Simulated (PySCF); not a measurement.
**Cl3GeH, SMILES `Cl[GeH](Cl)Cl`: what the electrons do**

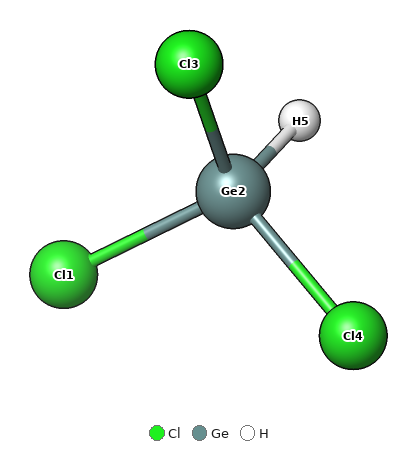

The molecule, with its atoms numbered as below. No frequency check shows the geometry to be a minimum.

Coordinates in Å:

```
Cl1     -1.5363   -1.2569    0.3001
Ge2     -0.0001    0.0001   -0.4178
Cl3     -0.3203    1.9588    0.3002
Cl4      1.8566   -0.7021    0.3002
H5       0.0008    0.0003   -1.9411
```

Part 1: Bonding charge

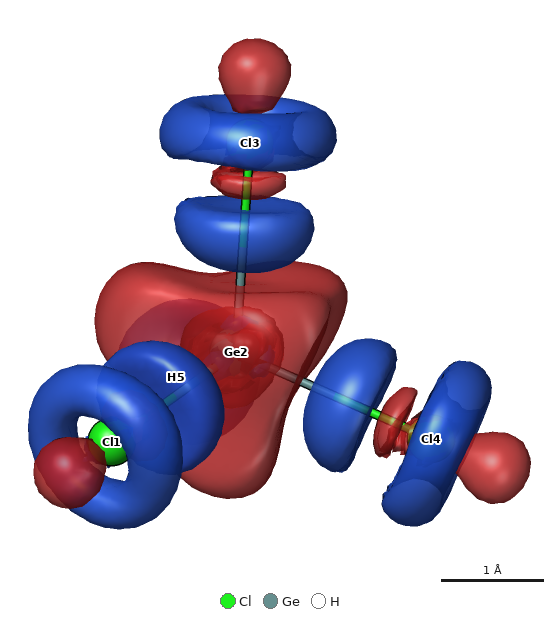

Deformation density (molecule less spherical, spin-averaged free atoms at the same positions), surfaces at ±0.05 e/Å³; blue: gain, red: loss.

Computed with PySCF, ωB97X/def2-TZVP, geometry: GFN2-xTB.

> Describe the bonding that the map shows.

Ge2–H5: +0.32 e/Å³ at the bond critical point (bond length 1.52 Å, Mayer order 0.9). Ge2–Cl3, Cl1–Ge2 and Ge2–Cl4: +0.11 e/Å³ at the bond critical point (bond length 2.11 Å, Mayer order 1.1). In all, 1.2 electrons gather in the regions of gain relative to the promolecule. A small or negative value marks a very polar bond, one between electron-rich atoms, whose free-atom densities already overlap strongly, a long bond to a heavier atom, or a closed-shell contact such as a hydrogen bond.

> Where do the Hirshfeld charges lie?

The highest Hirshfeld charge is on Ge2 (+0.41 e), the lowest on Cl1, Cl3 and Cl4 (−0.12 e).

Part 2: Bond critical points

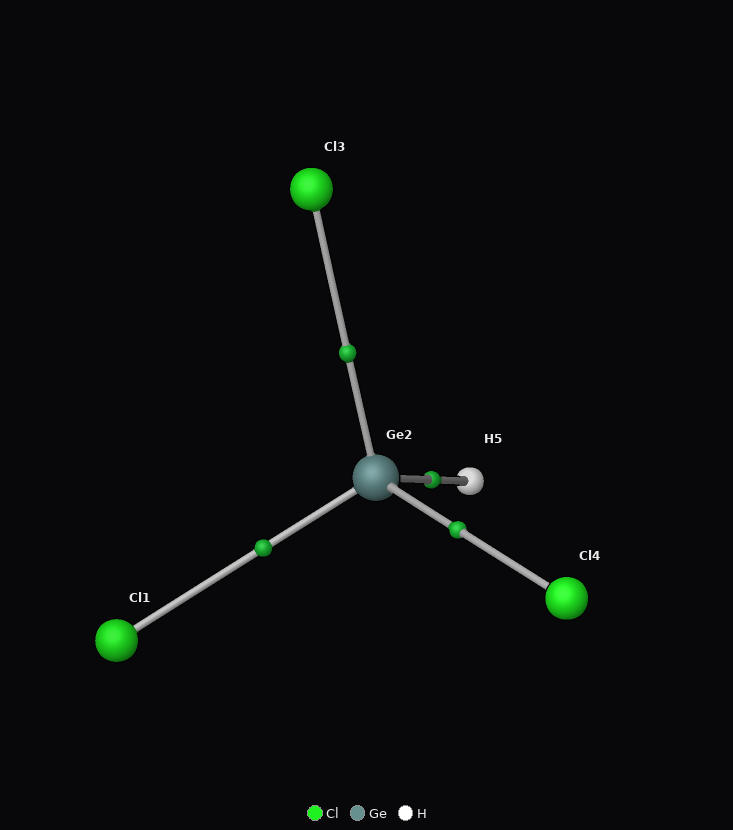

Molecular graph of the electron density (QTAIM): bond paths, bond critical points (green), ring points (magenta, if any); weak paths are dashed.

> How many critical points of each kind are there, and does the count close?

5 nuclei, 4 bond, 0 ring and 0 cage critical points: 5 − 4 + 0 − 0 = 1, as the Poincaré–Hopf relation requires.

> Give the properties at the bond critical points.

```
             bond  length (Å)  ρ (a.u.)  ∇²ρ (a.u.)     ε  H (a.u.)
           Ge2–H5       1.523     0.143       +0.02  0.00    −0.088
Ge2–Cl3 (3 alike)       2.111     0.115       +0.19  0.01    −0.053
```

> What kind of interaction is Ge2–Cl3?

Polar or intermediate (positive Laplacian, negative energy density H): ρ = 0.115, ∇²ρ = +0.19, H = −0.053 a.u.

Part 3: Electrostatic potential

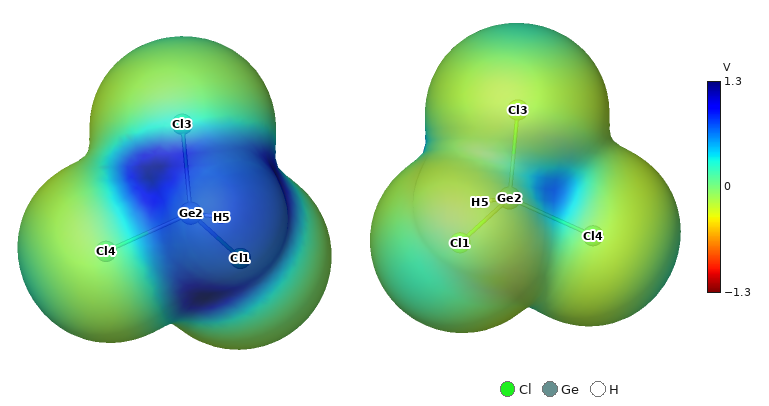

Electrostatic potential on the surface of electron density 0.001 a.u. (back view left, front view right).

> Where are the extremes of the potential on the surface?

Highest: 1.27 V, 1.9 Å from H5, and at like points elsewhere. Further maxima include 0.83 V, 1.4 Å from H5; 0.72 V, off the Ge2–Cl4 bond (2.2 to 2.4 Å from its atoms). Lowest: −0.25 V, 2.1 Å from Cl4, and at like points elsewhere. The surface is sampled at points, so like sites can differ by a few per cent and only the strongest of them is named.

> What volume does the surface enclose, and what is the dipole moment?

About 126 Å³; the dipole moment is 1.4 D.

Part 4: In an electric field

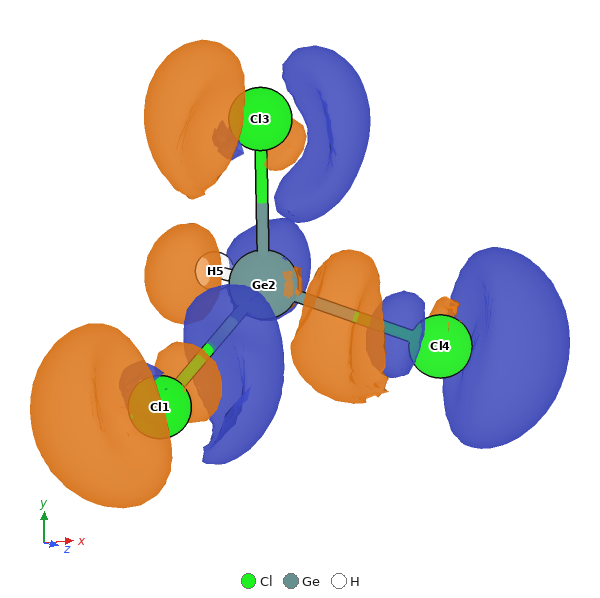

Change of the electron density in a uniform field of 0.21 V/Å, surfaces at ±0.002 e/Å³ (orange: gain, blue: loss).

Computed with PySCF, ωB97X/def2-TZVP, geometry: GFN2-xTB. A basis without diffuse functions makes polarisabilities too small.

> Along which Cartesian direction does the field point?

Along +x: electrons gather on the −x side, against the field.

> What dipole is induced, and what polarisability does it imply?

The induced dipole is 0.67 D (along the field); α along this axis, from the fields in both directions, is 66 bohr³ (9.8 Å³).

> Which atoms gain and lose the most charge?

Electrons gather most on Cl1 (Hirshfeld charge changes by −0.018 e) and leave Cl4 most (+0.021 e); 0.056 electrons are displaced in all.

Part 5: Removing or adding an electron

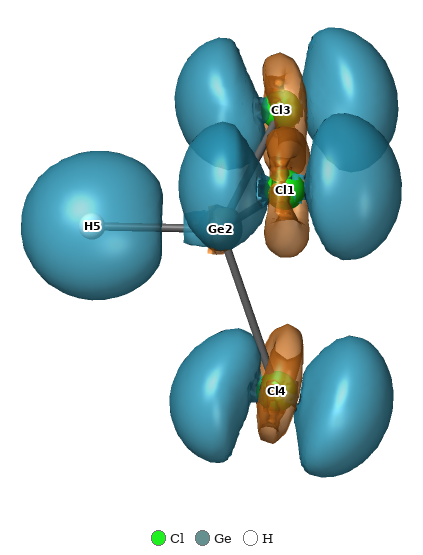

Fukui function f⁻ = ρ(N) − ρ(N−1) at fixed geometry, surfaces at ±0.02 e/Å³ (light blue positive, orange negative).

PySCF calculation, ωB97X/def2-TZVP, gas phase; geometry: GFN2-xTB.

> On which atoms does the density change most on removal of an electron?

f⁻ (Hirshfeld-condensed) is largest on Cl1, Cl3 and Cl4 (0.25 each) and H5 (0.15); the vertical ionisation energy is 12.07 eV (the stability of the cation's solution wasn't checked). Condensed values hint at sites of electrophilic attack but needn't mark the atom that reacts. Orbital relaxation makes it negative in places (0.11 e in all).

The PySCF runs shown took 7.5 s, 17 s and 20 s on 1 thread of AMD EPYC 9R45 96-Core Processor (Zen 5) (shared host).
